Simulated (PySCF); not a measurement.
**Run report: GeHOF, geometry relaxation (part 1 of 2)**

The run: geometry relaxation of GeHOF, SMILES [OH][Ge][F]. Method and program: B3LYP/cc-pVDZ, RKS (PySCF 2.14.0).

The geometry comes from this level: PBE0-D4/def2-TZVP. Figures and captions count atoms from 1; the log counts them from 0 in places.

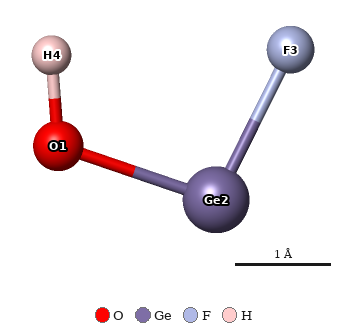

*The starting structure (ball-and-stick view, seen on its broad side; atoms are numbered from 1 in the order of the input). Sticks mark near contacts.*

Input (run.py)
```python
# [OH][Ge][F]
from pyscf import gto, dft
from pyscf.geomopt.geometric_solver import kernel as optimise

mol = gto.M(
    atom='start.xyz',
    basis='cc-pvdz',
    max_memory=1860,
    verbose=3,
    charge=0,
    spin=0,
)

mf = dft.RKS(mol)
mf.xc = 'b3lyp'
mf = mf.density_fit(auxbasis='def2-universal-jkfit')
mf.conv_tol = 1e-10
mf.grids.level = 4
converged, mol_eq = optimise(mf, maxsteps=60, convergence_set='GAU_TIGHT')
print('converged:', converged)
print(mol_eq.tostring())

mf.reset(mol_eq)
mol = mol_eq
mf.kernel()
if not mf.converged:
    mf = mf.newton().run(mf.mo_coeff, mf.mo_occ)
e_tot = mf.e_tot
print('E = %.10f Eh' % e_tot)
```

File start.xyz
```
4
FGeHO
O     -0.819700     0.539200    -0.381100
Ge    -0.389900    -0.693000     0.815800
F      1.336900    -0.758800     0.447800
H     -0.071800     0.852400    -0.902700
```

Machine: 1 thread of Arm Neoverse V1, 24 GiB of memory available, shared host.

Launched with:
```bash
OMP_NUM_THREADS=1 python run.py
```

Log
```
#|     Arguments passed to driver run_optimizer():      |#
convergence_set           GAU_TIGHT
customengine              <pyscf.geomopt.geometric_solver.PySCFEngine object>
maxiter                   60
----------------------------------------------------------
Custom engine selected.
Bonds will be generated from interatomic distances less than 1.20 times sum of covalent radii
12 internal coordinates being used (instead of 12 Cartesians)
Internal coordinate system (atoms numbered from 1):
Distance 1-2
Distance 1-4
Distance 2-3
Angle 2-1-4
Angle 1-2-3
Dihedral 4-1-2-3
Translation-X 1-4
Translation-Y 1-4
Translation-Z 1-4
Rotation-A 1-4
Rotation-B 1-4
Rotation-C 1-4
<class 'geometric.internal.Distance'> : 3
<class 'geometric.internal.Angle'> : 2
<class 'geometric.internal.Dihedral'> : 1
<class 'geometric.internal.TranslationX'> : 1
<class 'geometric.internal.TranslationY'> : 1
<class 'geometric.internal.TranslationZ'> : 1
<class 'geometric.internal.RotationA'> : 1
<class 'geometric.internal.RotationB'> : 1
<class 'geometric.internal.RotationC'> : 1
> ===== Optimization Info: ====
> Job type: Energy minimization
> Maximum number of optimization cycles: 60
> Initial / maximum trust radius (Angstrom): 0.100 / 0.300
> Convergence Criteria:
> Will converge when all 5 criteria are reached:
>  |Delta-E| < 1.00e-06
>  RMS-Grad  < 1.00e-05
>  Max-Grad  < 1.50e-05
>  RMS-Disp  < 4.00e-05
>  Max-Disp  < 6.00e-05
> === End Optimization Info ===

Geometry optimization cycle 1
Cartesian coordinates (Angstrom)
 Atom        New coordinates             dX        dY        dZ
   O  -0.819700   0.539200  -0.381100    0.000000  0.000000  0.000000
  Ge  -0.389900  -0.693000   0.815800    0.000000  0.000000  0.000000
   F   1.336900  -0.758800   0.447800    0.000000  0.000000  0.000000
   H  -0.071800   0.852400  -0.902700    0.000000  0.000000  0.000000

WARN: Mole.unit (angstrom) is changed to Bohr

converged SCF energy = -2252.7540801666
--------------- DFRKS_Scanner gradients ---------------
         x                y                z
0 O     0.0108180204    -0.0068341655     0.0045171784
1 Ge     0.0082901588     0.0092928770    -0.0119531657
2 F    -0.0119443388     0.0006090992     0.0023746072
3 H    -0.0071591013    -0.0030502436     0.0050465056
----------------------------------------------
cycle 1: E = -2252.75408017  dE = -2252.75  norm(grad) = 0.0267732
Step    0 : Gradient = 1.339e-02/1.726e-02 (rms/max) Energy = -2252.7540801666
Hessian Eigenvalues: 2.30000e-02 5.00000e-02 5.00000e-02 ... 2.85618e-01 2.89166e-01 5.45979e-01

Geometry optimization cycle 2
Cartesian coordinates (Angstrom)
 Atom        New coordinates             dX        dY        dZ
   O  -0.830880   0.547866  -0.387874   -0.011180  0.008666 -0.006774
  Ge  -0.392987  -0.702353   0.826610   -0.003087 -0.009353  0.010810
   F   1.356087  -0.771573   0.456678    0.019187 -0.012773  0.008878
   H  -0.076921   0.865117  -0.914985   -0.005121  0.012717 -0.012285
converged SCF energy = -2252.75477739516
--------------- DFRKS_Scanner gradients ---------------
         x                y                z
0 O     0.0013160339    -0.0005960594     0.0003073254
1 Ge    -0.0001234629     0.0002359549    -0.0002164352
2 F    -0.0003527393    -0.0000386730     0.0001199915
3 H    -0.0008365520     0.0004168992    -0.0002246842
----------------------------------------------
cycle 2: E = -2252.7547774  dE = -0.000697229  norm(grad) = 0.00183409
Step    1 : Displace = 1.876e-02/2.462e-02 (rms/max) Trust = 1.000e-01 (=) Grad = 9.170e-04/1.477e-03 (rms/max) E (change) = -2252.7547773952 (-6.972e-04) Quality = 1.007
Hessian Eigenvalues: 2.30000e-02 4.99973e-02 5.00000e-02 ... 2.84900e-01 2.87846e-01 5.42630e-01

Geometry optimization cycle 3
Cartesian coordinates (Angstrom)
 Atom        New coordinates             dX        dY        dZ
   O  -0.833532   0.548620  -0.388277   -0.002652  0.000754 -0.000403
  Ge  -0.393635  -0.702021   0.826419   -0.000648  0.000332 -0.000191
   F   1.355994  -0.768769   0.453986   -0.000093  0.002803 -0.002692
   H  -0.073672   0.860430  -0.911090    0.003248 -0.004686  0.003894
converged SCF energy = -2252.75479209518
--------------- DFRKS_Scanner gradients ---------------
         x                y                z
0 O     0.0005658524    -0.0003717506     0.0002604250
1 Ge    -0.0002615026     0.0001900528    -0.0001332036
2 F     0.0000815835    -0.0001087100     0.0000847963
3 H    -0.0003834341     0.0003102462    -0.0002269172
----------------------------------------------
cycle 3: E = -2252.7547921  dE = -1.47e-05  norm(grad) = 0.00098432
Step    2 : Displace = 4.193e-03/6.852e-03 (rms/max) Trust = 1.414e-01 (+) Grad = 4.922e-04/7.254e-04 (rms/max) E (change) = -2252.7547920952 (-1.470e-05) Quality = 1.584
Hessian Eigenvalues: 2.30000e-02 4.84717e-02 5.00000e-02 ... 2.86192e-01 3.11827e-01 5.48197e-01

Geometry optimization cycle 4
Cartesian coordinates (Angstrom)
 Atom        New coordinates             dX        dY        dZ
   O  -0.836890   0.548882  -0.388470   -0.003357  0.000262 -0.000193
  Ge  -0.395052  -0.702213   0.826979   -0.001417 -0.000192  0.000560
   F   1.353691  -0.761419   0.447404   -0.002303  0.007350 -0.006582
   H  -0.066893   0.850755  -0.903178    0.006779 -0.009676  0.007913
converged SCF energy = -2252.75480251397
--------------- DFRKS_Scanner gradients ---------------
         x                y                z
0 O    -0.0001581797     0.0000069745     0.0000416709
1 Ge    -0.0000778355     0.0000175783     0.0000034276
2 F     0.0001325972    -0.0000444826     0.0000047216
3 H     0.0001051063     0.0000437192    -0.0000675967
----------------------------------------------
cycle 4: E = -2252.75480251  dE = -1.04188e-05  norm(grad) = 0.000265134
Step    3 : Displace = 8.849e-03/1.402e-02 (rms/max) Trust = 2.000e-01 (+) Grad = 1.326e-04/1.637e-04 (rms/max) E (change) = -2252.7548025140 (-1.042e-05) Quality = 1.027
Hessian Eigenvalues: 2.30001e-02 4.67130e-02 5.00000e-02 ... 2.86233e-01 3.09853e-01 5.49535e-01

Geometry optimization cycle 5
Cartesian coordinates (Angstrom)
 Atom        New coordinates             dX        dY        dZ
   O  -0.836882   0.548321  -0.388174    0.000007 -0.000561  0.000296
  Ge  -0.395000  -0.702602   0.827360    0.000051 -0.000389  0.000381
   F   1.353393  -0.760724   0.446960   -0.000298  0.000695 -0.000444
   H  -0.066733   0.849945  -0.902614    0.000160 -0.000810  0.000564
converged SCF energy = -2252.75480263477
--------------- DFRKS_Scanner gradients ---------------
         x                y                z
0 O    -0.0000362512     0.0000160474     0.0000011865
1 Ge    -0.0000125658     0.0000041218     0.0000011686
2 F     0.0000176848    -0.0000092419    -0.0000035199
3 H     0.0000327502     0.0000132595    -0.0000170452
----------------------------------------------
cycle 5: E = -2252.75480263  dE = -1.20808e-07  norm(grad) = 6.08179e-05
Step    4 : Displace = 6.410e-04/9.730e-04 (rms/max) Trust = 2.828e-01 (+) Grad = 3.041e-05/3.966e-05 (rms/max) E (change) = -2252.7548026348 (-1.208e-07) Quality = 0.972
Hessian Eigenvalues: 2.30000e-02 3.39539e-02 4.99749e-02 ... 2.83450e-01 3.08428e-01 5.37397e-01

Geometry optimization cycle 6
Cartesian coordinates (Angstrom)
 Atom        New coordinates             dX        dY        dZ
   O  -0.837043   0.547577  -0.387776   -0.000161 -0.000743  0.000398
  Ge  -0.394747  -0.703098   0.827795    0.000254 -0.000497  0.000435
   F   1.353497  -0.760456   0.446960    0.000104  0.000268  0.000000
   H  -0.067039   0.849335  -0.902256   -0.000305 -0.000610  0.000357
converged SCF energy = -2252.75480263431
--------------- DFRKS_Scanner gradients ---------------
         x                y                z
0 O     0.0000268825     0.0000147988    -0.0000134857
1 Ge     0.0000081268     0.0000062257    -0.0000063035
2 F    -0.0000256371     0.0000038495    -0.0000065221
3 H    -0.0000079703    -0.0000003905     0.0000077011
----------------------------------------------
cycle 6: E = -2252.75480263  dE = 4.61569e-10  norm(grad) = 4.58877e-05
Step    5 : Displace = 1.984e-04/3.112e-04 (rms/max) Trust = 3.000e-01 (+) Grad = 2.294e-05/3.352e-05 (rms/max) E (change) = -2252.7548026343 (+4.616e-10) Quality = -0.014
Hessian Eigenvalues: 8.41776e-03 2.30001e-02 4.99522e-02 ... 2.88002e-01 4.06566e-01 6.82282e-01

Geometry optimization cycle 7
Cartesian coordinates (Angstrom)
 Atom        New coordinates             dX        dY        dZ
   O  -0.837383   0.546440  -0.387166   -0.000340 -0.001137  0.000611
  Ge  -0.394290  -0.703867   0.828452    0.000456 -0.000768  0.000657
   F   1.353840  -0.760259   0.447159    0.000342  0.000197  0.000200
   H  -0.067655   0.848516  -0.901813   -0.000616 -0.000819  0.000444
converged SCF energy = -2252.7548026222
--------------- DFRKS_Scanner gradients ---------------
         x                y                z
0 O     0.0000632906     0.0000133523    -0.0000211905
1 Ge     0.0000191984     0.0000068182    -0.0000097407
2 F    -0.0000504846     0.0000114854    -0.0000084940
3 H    -0.0000309968    -0.0000067856     0.0000202508
----------------------------------------------
cycle 7: E = -2252.75480262  dE = 1.21154e-08  norm(grad) = 9.65022e-05
Step    6 : Displace = 9.745e-05/1.553e-04 (rms/max) Trust = 9.921e-05 (-) Grad = 4.825e-05/6.807e-05 (rms/max) E (change) = -2252.7548026222 (+1.212e-08) Quality = -0.215
Poor-quality step dominated by net translation/rotation detected; will project out net forces and torques past this point.
Hessian Eigenvalues: 1.32287e-03 2.30001e-02 4.99413e-02 ... 2.88260e-01 4.35326e-01 8.98685e-01

Geometry optimization cycle 8
Cartesian coordinates (Angstrom)
 Atom        New coordinates             dX        dY        dZ
   O  -0.837697   0.545540  -0.386680   -0.000314 -0.000900  0.000485
  Ge  -0.393890  -0.704476   0.828964    0.000400 -0.000609  0.000512
   F   1.354213  -0.760227   0.447434    0.000373  0.000031  0.000274
   H  -0.068229   0.847940  -0.901523   -0.000574 -0.000576  0.000289
converged SCF energy = -2252.754802624
--------------- DFRKS_Scanner gradients ---------------
         x                y                z
0 O     0.0000651816     0.0000111630    -0.0000193658
1 Ge     0.0000168189     0.0000091604    -0.0000116440
2 F    -0.0000482973     0.0000104750    -0.0000081166
3 H    -0.0000330389    -0.0000056679     0.0000195380
----------------------------------------------
cycle 8: E = -2252.75480262  dE = -1.80444e-09  norm(grad) = 9.62513e-05
Step    7 : Displace = 5.015e-05/7.596e-05 (rms/max) Trust = 4.873e-05 (-) Grad = 4.618e-05/6.114e-05 (rms/max) E (change) = -2252.7548026240 (-1.804e-09) Quality = 0.029
Hessian Eigenvalues: 2.02261e-02 2.67069e-02 4.81246e-02 ... 2.77748e-01 2.88290e-01 5.32613e-01

Geometry optimization cycle 9
Cartesian coordinates (Angstrom)
 Atom        New coordinates             dX        dY        dZ
   O  -0.837710   0.545545  -0.386681   -0.000014  0.000005 -0.000001
  Ge  -0.393885  -0.704474   0.828959    0.000006  0.000001 -0.000005
   F   1.354233  -0.760248   0.447451    0.000021 -0.000021  0.000017
   H  -0.068242   0.847954  -0.901535   -0.000013  0.000014 -0.000012
converged SCF energy = -2252.75480262736
--------------- DFRKS_Scanner gradients ---------------
         x                y                z
0 O     0.0000556900     0.0000102598    -0.0000159293
1 Ge     0.0000137493     0.0000091895    -0.0000109462
2 F    -0.0000426684     0.0000089589    -0.0000079078
3 H    -0.0000261125    -0.0000032834     0.0000152010
----------------------------------------------
cycle 9: E = -2252.75480263  dE = -3.36104e-09  norm(grad) = 8.21023e-05
Step    8 : Displace = 2.208e-05/3.476e-05 (rms/max) Trust = 2.436e-05 (-) Grad = 3.897e-05/5.112e-05 (rms/max) E (change) = -2252.7548026274 (-3.361e-09) Quality = 0.940
Hessian Eigenvalues: 2.02657e-02 2.67097e-02 4.93345e-02 ... 2.79512e-01 2.92649e-01 5.12386e-01
```
